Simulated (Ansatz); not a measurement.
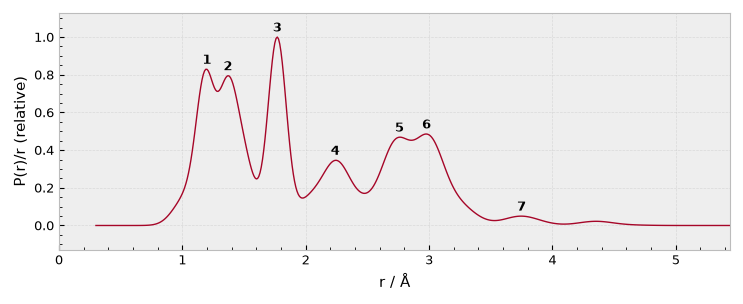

Simulated gas electron diffraction: radial distribution curve of CH5NOSi. Each pair of atoms contributes with weight ZᵢZⱼ/r; damping constant 0.0015 Å²; vibrational amplitudes assumed, not computed: 0.05 Å for bonds, 0.078 Å for bonds to H, 0.06 + 0.015 r up to 0.15 Å for other pairs. The geometry is the end point of an optimisation (RHF/def2-SVP in Ansatz 0.2.0); it may be a saddle point or a higher isomer.

Question: Read the positions of the numbered peaks and name the main pairs (– for bonds).

Answer: Peak 1, 1.20 Å: N–H 1.00 Å, C–H 1.10 Å, O–C 1.19 Å, not resolved
Peak 2, 1.37 Å: N–C 1.36 Å, Si–H 1.47–1.48 Å (×3), not resolved
Peak 3, 1.77 Å: Si–N 1.77 Å
Peak 4, 2.24 Å: O···H 2.00 Å, O···N 2.25 Å, Si···H 2.45 Å, not resolved
Peak 5, 2.76 Å: N···H 2.57–2.68 Å (×3), Si···C 2.74 Å, not resolved
Peak 6, 2.98 Å: Si···O 2.99 Å, O···H 3.10–3.22 Å (×3), not resolved
Peak 7, 3.75 Å: Si···H 3.72 Å, C···H 3.85 Å, not resolved
